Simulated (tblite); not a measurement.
## Geometry relaxation, with input and output: C4H9BSi (part 3 of 3)

Continued. System: C4H9BSi. Method: GFN2-xTB geometry optimisation, gas phase (tblite 0.8.0). It belongs to a series of runs on one base structure; here: H on Si replaced by BMe2.

Geometry of the input (Å):
```
C  3.0723  -0.9769  0.1459
C  2.2218  -0.1349  -0.1181
Si 0.9922  1.1326  -0.5029
B  -0.7434  0.2757  -0.5696
C  -0.7054  -1.3178  -0.7741
C  -1.9719  0.8451  0.2563
H  3.7897  -1.7110  0.3810
H  0.9780  2.1303  0.5890
H  1.3131  1.7948  -1.8018
H  -1.7479  -1.6024  -1.0765
H  0.0180  -1.5914  -1.5752
H  -0.4811  -1.8272  0.1712
H  -2.0140  0.3669  1.2608
H  -2.8821  0.6620  -0.3425
H  -1.8437  1.9622  0.4290
```

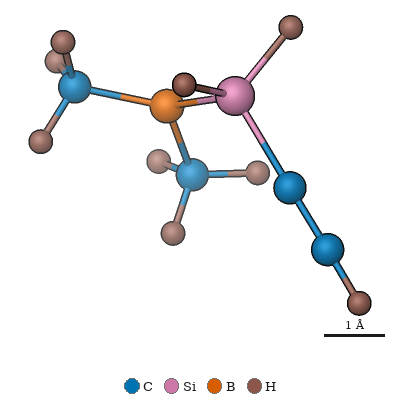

**Figure 1.** The starting structure (ball-and-stick view, seen at a tilt).

### Results in brief

- outcome: converged
- total energy: −435.5115 eV
- hardware: 1 CPU thread, shared host
- wall time: 1.9 s
- peak memory: 0.18 GiB
